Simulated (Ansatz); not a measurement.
**ClGeH$_{3}$···Cl (doublet): density, localisation and related maps**

```csv
atom,x (Å),y (Å),z (Å)
Ge,-0.0785,0.0000,0.2406
Cl,-1.2606,0.0000,2.1228
H,1.3993,0.0000,0.6668
H,-0.5102,1.2826,-0.5057
H,-0.5102,-1.2826,-0.5057
Cl,0.9617,0.0000,3.7125
```

Level of theory: UKS PBE/def2-SVP in Ansatz.

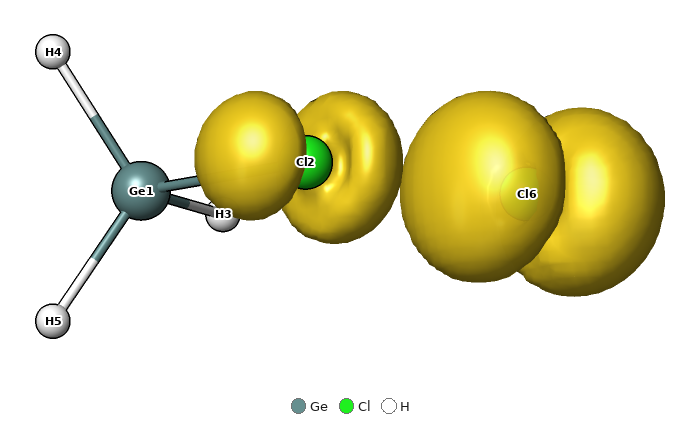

Figure 1. Isosurface of the spin density (α minus β) at +0.04 e/Å³ (yellow), seen from one side.

### Where is the unpaired spin?

The unpaired spin (1 electron) lies mostly on Cl6 (about 0.8) and Cl2 (about 0.2), in electrons by Hirshfeld's partition.

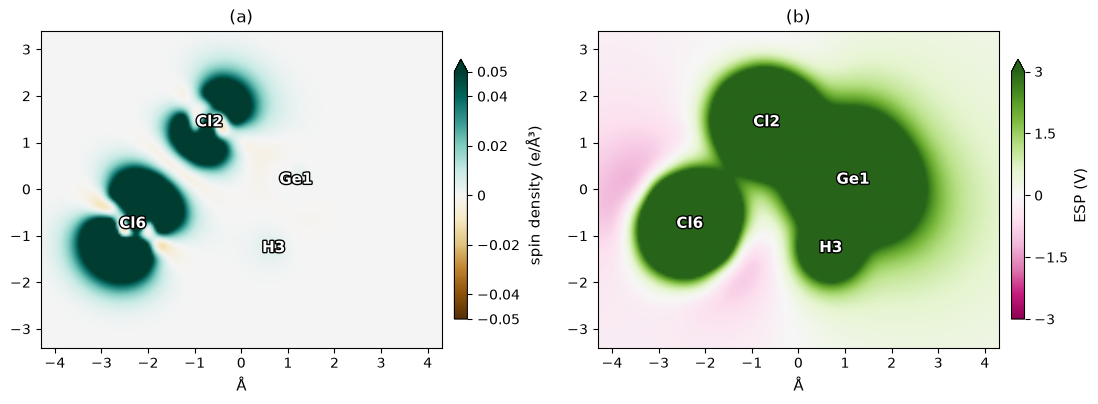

Figure 2. (a) spin density (α minus β); (b) molecular electrostatic potential on the plane of atoms Cl2, Ge1 and H3.

### What do the fields say about this system?

The plane passes through Ge, Cl and H nuclei. The unpaired spin (1 electron) lies mostly on Cl6 (about 0.8) and Cl2 (about 0.2), in electrons by Hirshfeld's partition. Outside the dense part of the complex the potential is most negative (−1.2 V) near Cl6.

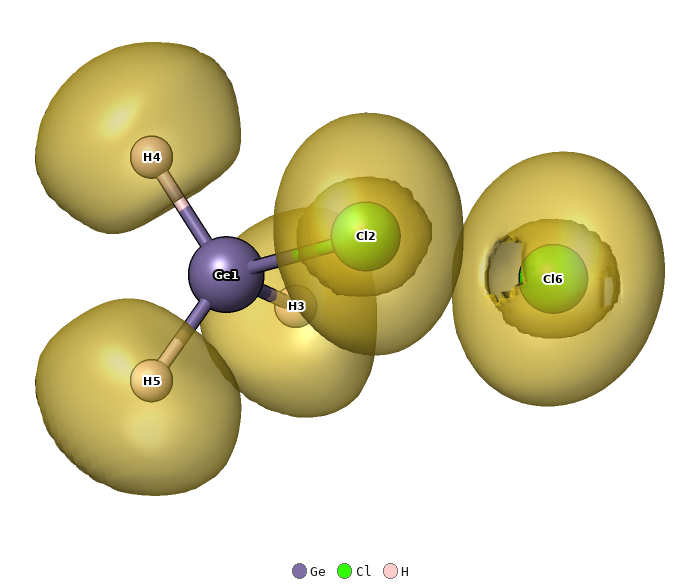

Figure 3. Isosurface of the electron localisation function at 0.75 (yellow), seen from one side. Only the valence region is drawn (cores and ρ < 0.01 e/Å³ removed).

### Describe the localisation domains.

At this value the surface marks out three regions around hydrogen nuclei and two regions wrapped around Cl (the valence shell of each). Profiles from the grid: Cl2···Cl6 (2.73 Å): the ELF dips to about 0.20 between them. Ge–Cl (2.22 Å): the ELF peaks at about 0.85 in the valence shell of Cl, 0.8 Å from its nucleus, and is about 0.65 at the midpoint.

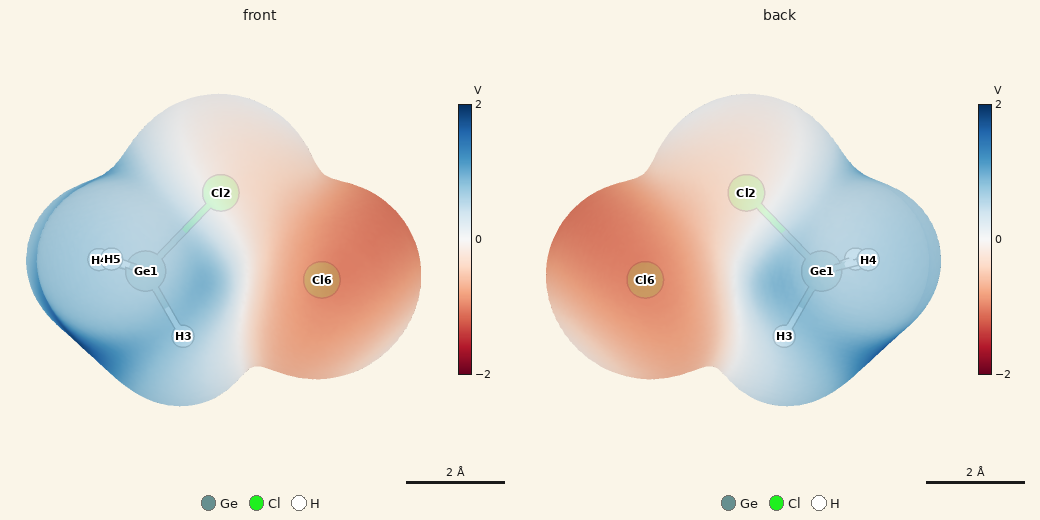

Figure 4. The electrostatic potential painted on the density surface at 0.001 e/bohr³, seen from the front and from behind; red is negative and blue positive.

### Which sites attract a positive test charge, and which a negative one?

A positive charge is drawn to the negative regions and a negative charge to the positive ones. The most negative region (about −1.0 V) lies over Cl6, the most positive (about +1.8 V) over Ge1.
